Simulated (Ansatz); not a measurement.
# Tosylate (C7H7O3S−): a spread of methods and bases

Aim: run tosylate (C7H7O3S−) under a spread of inputs, and see what each costs and gives.

Computed with Ansatz 0.2.0, Gaussian basis. Level: the settings change from run to run.

11 further runs of the same task are left out: 3 that didn't finish, 8 set aside as unsound or not needed.

### 1 The geometry

The structure was relaxed beforehand with PBE-D4/def2-SVP.

SMILES `Cc1ccc(S(=O)(=O)[O-])cc1`, 18 atoms, charge -1, spin multiplicity 1.

Atoms are counted from 1 here; the program's logs count them from 0.

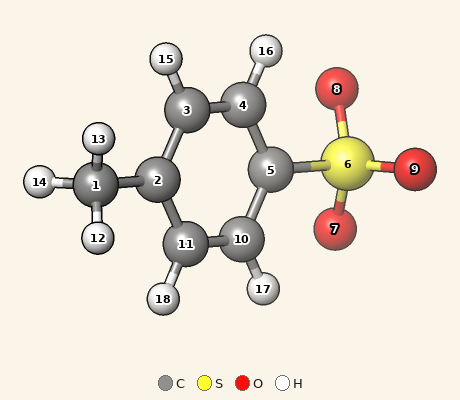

The geometry (carbon grey, sulfur yellow, oxygen red, hydrogen white); atoms are numbered from 1 in the order of the file.

As a file:

| atom | x (Å) | y (Å) | z (Å) |
| --- | --- | --- | --- |
| C1 | -2.96489 | 0.41854 | -0.15732 |
| C2 | -1.47133 | 0.21257 | -0.06452 |
| C3 | -0.57145 | 1.23637 | -0.43000 |
| C4 | 0.81514 | 1.03448 | -0.38291 |
| C5 | 1.33503 | -0.19840 | 0.04197 |
| S6 | 3.14694 | -0.43400 | 0.19678 |
| O7 | 3.34119 | -1.90251 | -0.04538 |
| O8 | 3.71873 | 0.46288 | -0.86225 |
| O9 | 3.41738 | 0.00907 | 1.60464 |
| C10 | 0.45369 | -1.23008 | 0.40226 |
| C11 | -0.93198 | -1.02259 | 0.35402 |
| H12 | -3.50983 | -0.19095 | 0.59311 |
| H13 | -3.24240 | 1.48117 | 0.00167 |
| H14 | -3.36232 | 0.12854 | -1.15648 |
| H15 | -0.97239 | 2.21119 | -0.75957 |
| H16 | 1.52868 | 1.81626 | -0.68676 |
| H17 | 0.88832 | -2.19522 | 0.70592 |
| H18 | -1.61849 | -1.83731 | 0.64483 |

### 2 LC-wPBE/def2-SVP

This run has charge 0, multiplicity 2, coordinates scaled by 1.05, a grid of angular degree 47, high accuracy.

File in.yaml:

```yaml
crystal:
  periodic: [false, false, false]
  atoms:
    - {symbol: C, position_ang: [-3.113134, 0.439465, -0.165185]}
    - {symbol: C, position_ang: [-1.544896, 0.223195, -0.067743]}
    - {symbol: C, position_ang: [-0.600021, 1.298190, -0.451496]}
    - {symbol: C, position_ang: [0.855892, 1.086204, -0.402055]}
    - {symbol: C, position_ang: [1.401785, -0.208315, 0.044073]}
    - {symbol: S, position_ang: [3.304283, -0.455702, 0.206619]}
    - {symbol: O, position_ang: [3.508247, -1.997634, -0.047648]}
    - {symbol: O, position_ang: [3.904665, 0.486024, -0.905358]}
    - {symbol: O, position_ang: [3.588254, 0.009521, 1.684869]}
    - {symbol: C, position_ang: [0.476370, -1.291580, 0.422369]}
    - {symbol: C, position_ang: [-0.978583, -1.073721, 0.371722]}
    - {symbol: H, position_ang: [-3.685316, -0.200497, 0.622764]}
    - {symbol: H, position_ang: [-3.404518, 1.555230, 0.001754]}
    - {symbol: H, position_ang: [-3.530441, 0.134964, -1.214309]}
    - {symbol: H, position_ang: [-1.021008, 2.321749, -0.797553]}
    - {symbol: H, position_ang: [1.605112, 1.907070, -0.721100]}
    - {symbol: H, position_ang: [0.932739, -2.304979, 0.741211]}
    - {symbol: H, position_ang: [-1.699417, -1.929175, 0.677074]}
basis:
  gaussian: {orbitals: def2-SVP, final_grid: {core_spheres: 20, valence_spheres: 16, degree: 47}}
magnetization: {spin_polarized: true, initial_magnetization: 1}
hamiltonian: {xc: {name: LC-wPBE}}
accuracy: high
scf: {omitted_lower_state_checks: [starts]}
```

Command:

```bash
$ ansatz run in.yaml --threads 4 --pin off --events-out ev --progress --plain --max-ram 6963MiB
```

Output:

```text
Functional definition: LC-wPBE
  name "LC-wPBE"
  cite "Vydrov & Scuseria, J. Chem. Phys. 125, 234109 (2006) doi:10.1063/1.2409292"
  cite "Heyd & Scuseria, J. Chem. Phys. 120, 7274 (2004) doi:10.1063/1.1668634"
  cite "Ernzerhof & Perdew, J. Chem. Phys. 109, 3313 (1998) doi:10.1063/1.476928"
  cite "Perdew, Burke & Ernzerhof, Phys. Rev. Lett. 77, 3865 (1996) doi:10.1103/PhysRevLett.77.3865"
  parent pbe
  parameter omega = 0.4/bohr
  exchange = pbe_x_sr(omega) + exact_x_lr(omega)
  correlation = pbe_c
these checks for a lower state are left out or cut short: starts
4634 factors; integrals over basis functions are off by at most 3.9e-8 eV
1011 factors; integrals over basis functions are off by at most 2.4e-9 eV
mean field evaluation 1: about -24302.0084 eV, gradient 6.0e1 eV
mean field evaluation 2: about -24282.3249 eV, gradient 9.6e1 eV
mean field evaluation 4: about -24316.2187 eV, gradient 3.3e0 eV
mean field evaluation 8: about -24316.3578 eV, gradient 7.0e-1 eV
mean field evaluation 16: about -24316.5887 eV, gradient 3.9e-1 eV
mean field evaluation 32: about -24316.9102 eV, gradient 8.7e-5 eV
mean field -24316.91022859 eV, -893.6299683068 hartree, gradient 2.8e-8 eV, S^2 0.777724; 0 other end points of the search recorded, 0 dependent functions left out
reference -24316.91022859 eV, -893.6299683068 hartree; 45, 44 occupied and 148, 149 virtual orbitals, 4634 factors
Total energy: -24316.91022859 eV, -893.6299683068 hartree
Checks for a lower state left out: starts
```

Wall time 37 s (4 threads of Arm Neoverse V1, shared host); peak memory 1.7 GiB.

⟨S²⟩ 0.778.

### 3 PBE0/cc-pVTZ

Options: charge 0, multiplicity 2, atoms shaken by 0.08 Å, finite nuclei, a point charge of 2.00 e beside it.

File in.yaml:

```yaml
crystal:
  periodic: [false, false, false]
  atoms:
    - {symbol: C, position_ang: [-3.030993, 0.344200, -0.215651]}
    - {symbol: C, position_ang: [-1.403386, 0.078417, -0.220418]}
    - {symbol: C, position_ang: [-0.553522, 1.240846, -0.472073]}
    - {symbol: C, position_ang: [0.815332, 0.995438, -0.355648]}
    - {symbol: C, position_ang: [1.367227, -0.170114, 0.037281]}
    - {symbol: S, position_ang: [3.220130, -0.393532, 0.098870]}
    - {symbol: O, position_ang: [3.492744, -1.914081, 0.070766]}
    - {symbol: O, position_ang: [3.468902, 0.440140, -0.824171]}
    - {symbol: O, position_ang: [3.301002, -0.097485, 1.545836]}
    - {symbol: C, position_ang: [0.537176, -1.264910, 0.521575]}
    - {symbol: C, position_ang: [-0.891543, -1.078294, 0.420951]}
    - {symbol: H, position_ang: [-3.444977, -0.222324, 0.718225]}
    - {symbol: H, position_ang: [-3.210995, 1.356695, -0.014909]}
    - {symbol: H, position_ang: [-3.204939, 0.052092, -1.298518]}
    - {symbol: H, position_ang: [-1.042685, 2.269612, -0.826419]}
    - {symbol: H, position_ang: [1.603809, 1.807472, -0.673593]}
    - {symbol: H, position_ang: [0.887129, -2.258211, 0.649990]}
    - {symbol: H, position_ang: [-1.412883, -1.837754, 0.693015]}
basis:
  gaussian: {orbitals: cc-pVTZ, nuclear_model: gaussian, point_charges: [{charge: 2.00, position_ang: [7.936, 0.794, 0.410]}]}
magnetization: {spin_polarized: true, initial_magnetization: 1}
hamiltonian: {xc: {name: PBE0}}
output: {forces: true}
```

Launched as before.

Output, shortened:

```text
Functional definition: PBE0
  name "PBE0"
  cite "Adamo & Barone, J. Chem. Phys. 110, 6158 (1999) doi:10.1063/1.478522"
  cite "Perdew, Burke & Ernzerhof, Phys. Rev. Lett. 77, 3865 (1996) doi:10.1103/PhysRevLett.77.3865"
  parent pbe
[...]
2416 factors; their error is unknown
[...]
mean field -24329.61048662 eV, -894.0966941812 hartree, gradient 2.2e-5 eV, S^2 0.767581; 4 other end points of the search recorded, 0 dependent functions left out
[...]
reference -24329.61051911 eV, -894.0966953751 hartree; 45, 44 occupied and 387, 388 virtual orbitals, 2416 factors
Total energy: -24329.61051911 eV, -894.0966953751 hartree
Atom 0 at    -3.030993     0.344200    -0.215651 Å, force     3.463536    -3.087889     0.317435 eV/Å
Atom 1 at    -1.403386     0.078417    -0.220418 Å, force    -2.484319     1.801134     2.655775 eV/Å
[...]
Atom 8 at     3.301002    -0.097485     1.545836 Å, force     1.225265     1.663819    -0.029793 eV/Å
Atom 9 at     0.537176    -1.264910     0.521575 Å, force    -2.921016     2.177111    -1.682429 eV/Å
Atom 10 at    -0.891543    -1.078294     0.420951 Å, force     6.193176     4.672586    -2.669047 eV/Å
Atom 11 at    -3.444977    -0.222324     0.718225 Å, force     0.310746     0.418173    -2.440547 eV/Å
Atom 12 at    -3.210995     1.356695    -0.014909 Å, force    -0.180596     1.606687    -0.205009 eV/Å
Atom 13 at    -3.204939     0.052092    -1.298518 Å, force    -1.070534     0.098080     1.517040 eV/Å
Atom 14 at    -1.042685     2.269612    -0.826419 Å, force     1.365502    -2.532252     0.807306 eV/Å
Atom 15 at     1.603809     1.807472    -0.673593 Å, force    -1.900262    -1.355484     0.725156 eV/Å
Atom 16 at     0.887129    -2.258211     0.649990 Å, force     0.741904    -0.500602     0.787118 eV/Å
Atom 17 at    -1.412883    -1.837754     0.693015 Å, force    -3.906090    -4.582559     1.578163 eV/Å
Dipole moment:    -2.962682     0.463750    -0.381263 e Å
```

Run time: 69 s. Hardware: 4 threads of Arm Neoverse V1, shared host; peak memory 1.7 GiB.

Largest force 25.703 eV/Å, dipole 14.52 D, ⟨S²⟩ 0.768.

### 4 HSE06/cc-pVTZ-DK

This run has atoms shaken by 0.08 Å, D3(BJ) dispersion.

File in.yaml:

```yaml
crystal:
  periodic: [false, false, false]
  atoms:
    - {symbol: C, position_ang: [-2.811405, 0.289025, -0.099252]}
    - {symbol: C, position_ang: [-1.456989, 0.227715, 0.123837]}
    - {symbol: C, position_ang: [-0.568589, 1.232187, -0.470879]}
    - {symbol: C, position_ang: [0.815009, 1.054137, -0.330021]}
    - {symbol: C, position_ang: [1.348770, -0.236763, 0.117931]}
    - {symbol: S, position_ang: [3.172822, -0.545260, 0.071251]}
    - {symbol: O, position_ang: [3.443115, -1.919241, -0.210107]}
    - {symbol: O, position_ang: [3.738548, 0.481253, -0.747282]}
    - {symbol: O, position_ang: [3.350658, 0.199805, 1.530340]}
    - {symbol: C, position_ang: [0.519527, -1.179717, 0.334697]}
    - {symbol: C, position_ang: [-0.797992, -1.052229, 0.289556]}
    - {symbol: H, position_ang: [-3.508826, -0.321425, 0.559465]}
    - {symbol: H, position_ang: [-3.146238, 1.537654, 0.072027]}
    - {symbol: H, position_ang: [-3.334997, 0.148353, -1.196752]}
    - {symbol: H, position_ang: [-1.048001, 2.305433, -0.664295]}
    - {symbol: H, position_ang: [1.521380, 1.774590, -0.788413]}
    - {symbol: H, position_ang: [0.813493, -2.049723, 0.782149]}
    - {symbol: H, position_ang: [-1.713252, -1.865131, 0.625500]}
basis:
  gaussian: {orbitals: cc-pVTZ-DK}
total_charge: -1
hamiltonian: {xc: {name: HSE06}, dispersion: d3bj}
output: {forces: true}
```

Launched as before.

Output, shortened:

```text
Functional definition: HSE06
  name "HSE06"
  cite "Heyd, Scuseria & Ernzerhof, J. Chem. Phys. 118, 8207 (2003) doi:10.1063/1.1564060"
  cite "Krukau, Vydrov, Izmaylov & Scuseria, J. Chem. Phys. 125, 224106 (2006) doi:10.1063/1.2404663"
  cite "Heyd & Scuseria, J. Chem. Phys. 120, 7274 (2004) doi:10.1063/1.1668634"
  cite "Ernzerhof & Perdew, J. Chem. Phys. 109, 3313 (1998) doi:10.1063/1.476928"
  cite "Perdew, Burke & Ernzerhof, Phys. Rev. Lett. 77, 3865 (1996) doi:10.1103/PhysRevLett.77.3865"
  parent pbe
[...]
  # The whole range is PBE's own exchange, as in plane waves. The composition of these papers is wPBEh.
[...]
2425 factors; their error is unknown
156 factors; integrals over basis functions are off by at most 2.8e-7 eV
[...]
Atom 8 at     3.350658     0.199805     1.530340 Å, force    -0.367772    -4.025353    -2.861805 eV/Å
Atom 9 at     0.519527    -1.179717     0.334697 Å, force    -2.074883    -3.893416     1.638267 eV/Å
Atom 10 at    -0.797992    -1.052229     0.289556 Å, force    -7.997234     1.294949     1.714324 eV/Å
Atom 11 at    -3.508826    -0.321425     0.559465 Å, force     1.043946     0.682206    -0.469645 eV/Å
Atom 12 at    -3.146238     1.537654     0.072027 Å, force     0.524917    -3.437370    -0.226565 eV/Å
Atom 13 at    -3.334997     0.148353    -1.196752 Å, force     1.828588     0.041469     2.148317 eV/Å
Atom 14 at    -1.048001     2.305433    -0.664295 Å, force     1.230785    -2.383873     0.006158 eV/Å
Atom 15 at     1.521380     1.774590    -0.788413 Å, force    -0.414401    -0.426492     0.711020 eV/Å
Atom 16 at     0.813493    -2.049723     0.782149 Å, force     1.404751    -2.620049     0.453047 eV/Å
Atom 17 at    -1.713252    -1.865131     0.625500 Å, force     3.305074     1.610047    -0.910810 eV/Å
Dipole moment:    -1.770811    -0.027322    -0.340877 e Å
```

It took 21 s on 4 threads of Arm Neoverse V1, shared host; peak memory 1.6 GiB.

Largest force 9.610 eV/Å.

### 5 B2PLYP/cc-pVDZ

This run has multiplicity 3, the search for lower states set to off.

File in.yaml:

```yaml
crystal:
  periodic: [false, false, false]
  atoms:
    - {symbol: C, position_ang: [-2.964890, 0.418538, -0.157319]}
    - {symbol: C, position_ang: [-1.471330, 0.212567, -0.064517]}
    - {symbol: C, position_ang: [-0.571449, 1.236371, -0.429996]}
    - {symbol: C, position_ang: [0.815135, 1.034480, -0.382909]}
    - {symbol: C, position_ang: [1.335033, -0.198396, 0.041974]}
    - {symbol: S, position_ang: [3.146937, -0.434002, 0.196780]}
    - {symbol: O, position_ang: [3.341187, -1.902508, -0.045379]}
    - {symbol: O, position_ang: [3.718729, 0.462880, -0.862246]}
    - {symbol: O, position_ang: [3.417384, 0.009068, 1.604637]}
    - {symbol: C, position_ang: [0.453685, -1.230077, 0.402256]}
    - {symbol: C, position_ang: [-0.931984, -1.022592, 0.354021]}
    - {symbol: H, position_ang: [-3.509825, -0.190949, 0.593109]}
    - {symbol: H, position_ang: [-3.242398, 1.481172, 0.001671]}
    - {symbol: H, position_ang: [-3.362325, 0.128537, -1.156484]}
    - {symbol: H, position_ang: [-0.972388, 2.211190, -0.759574]}
    - {symbol: H, position_ang: [1.528678, 1.816257, -0.686762]}
    - {symbol: H, position_ang: [0.888323, -2.195218, 0.705916]}
    - {symbol: H, position_ang: [-1.618493, -1.837310, 0.644833]}
basis:
  gaussian: {orbitals: cc-pVDZ}
total_charge: -1
magnetization: {spin_polarized: true, initial_magnetization: 2}
hamiltonian: {xc: {name: B2PLYP}}
scf: {lower_state_search: off}
output: {forces: true}
```

The command is unchanged.

Output, shortened:

```text
Functional definition: B2PLYP
  name "B2PLYP"
  cite "Grimme, J. Chem. Phys. 124, 034108 (2006) doi:10.1063/1.2148954"
  cite "Becke, Phys. Rev. A 38, 3098 (1988) doi:10.1103/PhysRevA.38.3098"
  cite "Lee, Yang & Parr, Phys. Rev. B 37, 785 (1988) doi:10.1103/PhysRevB.37.785"
[...]
1800 factors; integrals over basis functions are off by at most 1.1e-3 eV
[...]
mean field -24314.28446690 eV, -893.5334733446 hartree, gradient 2.1e-6 eV, S^2 2.125612; 0 other end points of the search recorded, 0 dependent functions left out
15 core orbitals not correlated: weight in the atoms' cores, before any rotation towards them, 1.000 or more for the frozen orbitals, at most 0.000 for the correlated occupied ones
reference -24314.28463628 eV, -893.5334795693 hartree; 31, 29 occupied and 147, 149 virtual orbitals, 1800 factors
second order -53.40854443 eV of doubles, -0.00000000 eV of singles
[...]
Atom 9 at     0.453685    -1.230077     0.402256 Å, force    -1.824369    -0.739030     0.241279 eV/Å
Atom 10 at    -0.931984    -1.022592     0.354021 Å, force     2.518181    -4.058672     1.233454 eV/Å
Atom 11 at    -3.509825    -0.190949     0.593109 Å, force     0.105925     0.073536    -0.110508 eV/Å
Atom 12 at    -3.242398     1.481172     0.001671 Å, force     0.077163    -0.208112    -0.086219 eV/Å
Atom 13 at    -3.362325     0.128537    -1.156484 Å, force    -0.054064    -0.063211     0.073736 eV/Å
Atom 14 at    -0.972388     2.211190    -0.759574 Å, force     0.154821    -0.274251     0.070552 eV/Å
Atom 15 at     1.528678     1.816257    -0.686762 Å, force    -0.325999    -0.195088     0.087324 eV/Å
Atom 16 at     0.888323    -2.195218     0.705916 Å, force    -0.188879     0.283893    -0.068518 eV/Å
Atom 17 at    -1.618493    -1.837310     0.644833 Å, force     0.280526     0.212407    -0.096165 eV/Å
Dipole moment:    -1.734023     0.271749    -0.121090 e Å
Checks for a lower state left out: starts, cluster_reference, orbital_swaps, neighbouring_geometries, increment
```

Wall time 51 s (4 threads of Arm Neoverse V1, shared host); peak memory 1.2 GiB.

Largest force 4.938 eV/Å, ⟨S²⟩ 2.126. The spin excess of 0.13 shows a contaminated determinant.

### 6 All runs side by side

| level | charge | multiplicity | geometry | functions | energy (eV) | time |
| --- | --- | --- | --- | --- | --- | --- |
| LC-wPBE/def2-SVP | 0 | 2 | scaled | 193 | -24316.910 | 37 s |
| PBE0/cc-pVTZ | 0 | 2 | shaken, point charge | 432 | -24329.611 | 69 s |
| HSE06/cc-pVTZ-DK | -1 | 1 | shaken | 432 | -24368.909 | 21 s |
| B2PLYP/cc-pVDZ | -1 | 3 | relaxed | 193 | -24328.705 | 51 s |

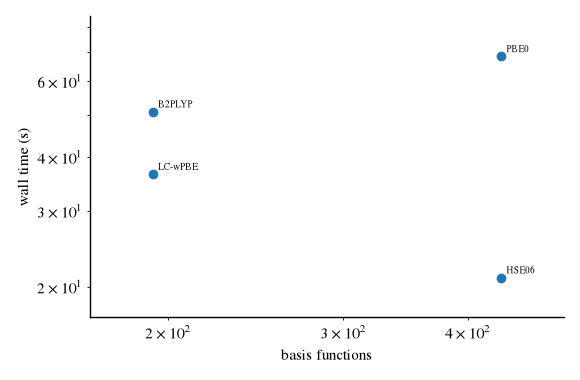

Wall time against the number of basis functions (shared host).

### 7 Results

| quantity | value |
| --- | --- |
| runs | 4 |
| quickest | HSE06/cc-pVTZ-DK, 21 s |
| slowest | PBE0/cc-pVTZ, 69 s |

In words: The runs differ in state or geometry as well as level, so their energies can't be set against each other. PBE0/cc-pVTZ took 3 times as long as HSE06/cc-pVTZ-DK. The jobs differ in tasks and options as well as level.
